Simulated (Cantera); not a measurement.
A closed system holds: 1 mol Si, 6.1 mol Cl₂, 2.8 mol F₂, at 9.00 mbar.

These are equilibrium values from Cantera (NASA tables, ideal gas, pure condensed phases), not measurements of a reactor. Candidate condensed phases: Si; 17 gas species. Kinetics and transport are ignored.

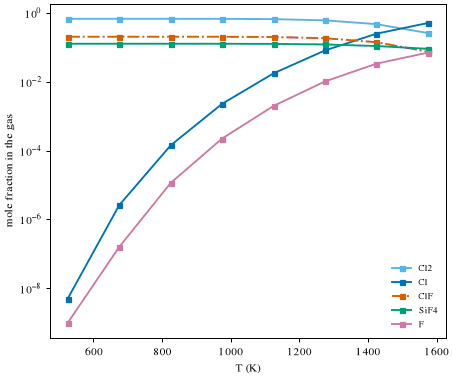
*Equilibrium gas composition (values under 1e-9 drawn at 1e-9)*

From 525 K to 1575 K nothing is condensed. The main Si-bearing gas is SiF₄ throughout.
